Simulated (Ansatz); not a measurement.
# Single-point calculation of Si2H7OF3

The run: single-point calculation of Si2H7OF3. Method and program: RKS PBE0-D4/def2-TZVPP (Ansatz 0.2.0).

The geometry is the product side of a reaction. The reaction was set up to form Si1–O7, H6–F9 and Si2–H8 and to break Si1–Si2, H6–O7 and H8–F9 (atoms counted from 1 in the order of the input); sticks are drawn by distance alone. The geometry comes from this level: PBE0-D4/def2-TZVP.

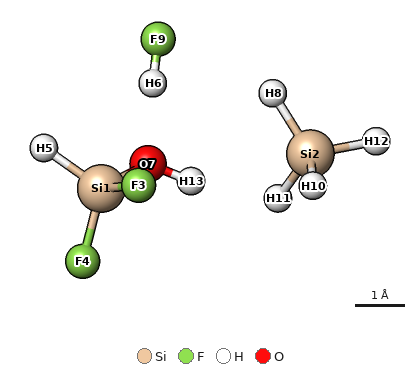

Fig. 1: The structure as given in the input (ball-and-stick view, seen at a tilt; atoms are numbered from 1 in the order of the input). Bond lengths as drawn: F–H 0.94 Å, F–Si 1.58 Å, H–O 0.97 Å, H–Si 1.46 to 1.50 Å and O–Si 1.63 Å.

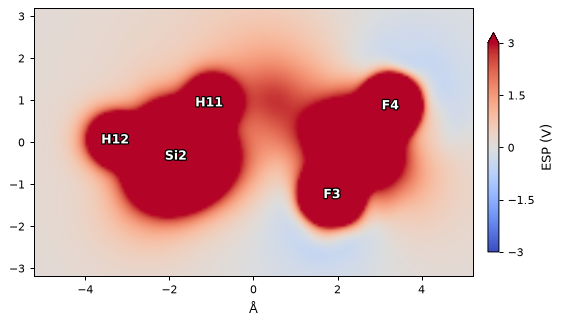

Fig. 2: Molecular electrostatic potential on the plane of atoms H11, Si2 and H12. The section cuts through Si, F and H sites.

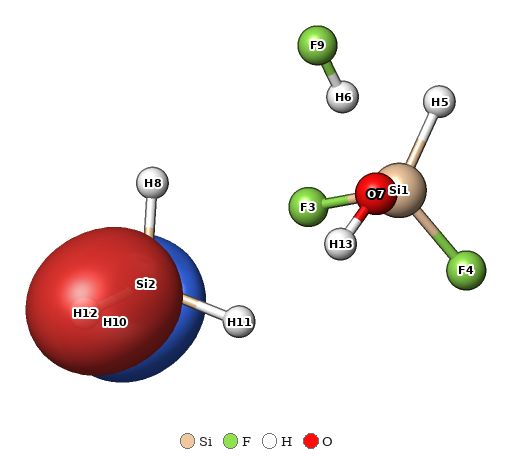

Fig. 3: One frontier orbital at ±0.15 Å⁻³ᐟ² (red and blue are the two phases), seen at an oblique angle. The HOMO−1, at −10.30 eV. By Hirshfeld shares it lies mainly on Si2 (45 %), H12 (30 %) and H10 (25 %).

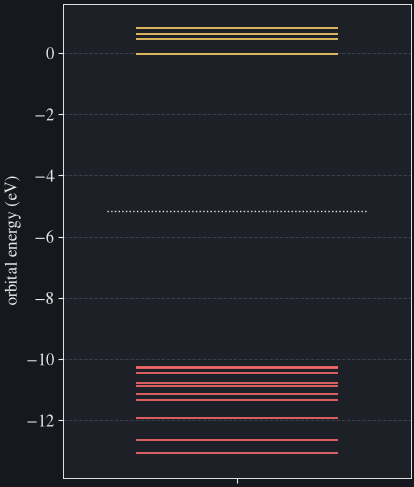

Fig. 4: Orbital energies near the frontier; the dotted line parts filled from empty levels, and levels within 0.02 eV of each other stand side by side. Highest filled −10.26 eV, lowest empty −0.04 eV, 10.22 eV apart.

These pictures come from the run below.

Input
```yaml
crystal:
  periodic: [false, false, false]
  atoms:
    - {symbol: Si, position_ang: [-2.024446, 0.680512, -0.061003]}
    - {symbol: Si, position_ang: [1.898723, -1.167045, -0.870795]}
    - {symbol: F, position_ang: [-1.912284, -0.762940, -0.695898]}
    - {symbol: F, position_ang: [-2.528535, 1.633630, -1.213522]}
    - {symbol: H, position_ang: [-2.951489, 0.694342, 1.067967]}
    - {symbol: H, position_ang: [-0.007542, 0.778366, 2.061096]}
    - {symbol: O, position_ang: [-0.558285, 1.159677, 0.466683]}
    - {symbol: H, position_ang: [1.385581, -1.500157, 0.478597]}
    - {symbol: F, position_ang: [0.305869, 0.466337, 2.885475]}
    - {symbol: H, position_ang: [1.263830, -2.019222, -1.903204]}
    - {symbol: H, position_ang: [1.553776, 0.257691, -1.170956]}
    - {symbol: H, position_ang: [3.374536, -1.292839, -0.919681]}
    - {symbol: H, position_ang: [0.200066, 1.071648, -0.124760]}
basis:
  gaussian: {orbitals: def2-TZVPP}
hamiltonian: {xc: pbe0, dispersion: d4}
output: {orbitals: {seedname: orbitals}}
```

Launched with:
```bash
ansatz run in.yaml --threads 4 --pin off --events-out ev --progress --plain --max-ram 46080MiB --backend cuda --devices 0, --max-vram 37GiB
```

Output
```
Functional definition: PBE0
  name "PBE0"
  cite "Adamo & Barone, J. Chem. Phys. 110, 6158 (1999) doi:10.1063/1.478522"
  cite "Perdew, Burke & Ernzerhof, Phys. Rev. Lett. 77, 3865 (1996) doi:10.1103/PhysRevLett.77.3865"
  parent pbe
  parameter a = 0.25
  parameter kappa = 0.804
  parameter beta = 0.06672455060314922
  exchange = (1 - a)*pbe_x(kappa = kappa, mu = beta*pi^2/3) + a*exact_x
  correlation = pbe_c(beta = beta)
1614 factors; their error is unknown
mean field evaluation 1: about -26053.8313 eV, gradient 6.9e1 eV
mean field evaluation 2: about -26047.3198 eV, gradient 9.6e1 eV
mean field evaluation 4: about -26060.3493 eV, gradient 3.2e0 eV
mean field evaluation 8: about -26060.3643 eV, gradient 5.4e-2 eV
mean field evaluation 16: about -26060.4345 eV, gradient 1.8e-5 eV
mean field -26060.43454748 eV, -957.7033052230 hartree, gradient 1.8e-5 eV, S^2 0.000000; 0 other end points of the search recorded, 0 dependent functions left out
reference -26060.43458377 eV, -957.7033065564 hartree; 35, 35 occupied and 271, 271 virtual orbitals, 1614 factors
Total energy: -26060.62883966 eV, -957.7104453287 hartree
```

Results in brief

| quantity | value |
| --- | --- |
| outcome | converged |
| total energy | −26060.6288 eV |
| mean-field energy | −26060.4346 eV |
| dispersion energy | −0.1943 eV |
| SCF solution under orbital rotations | stable |
| HOMO | −10.26 eV |
| LUMO | −0.04 eV |
| hardware | 4 CPU threads, shared host |
| wall time | 2 s (CPU time 2.6 s) |
| peak memory | 0.86 GiB |
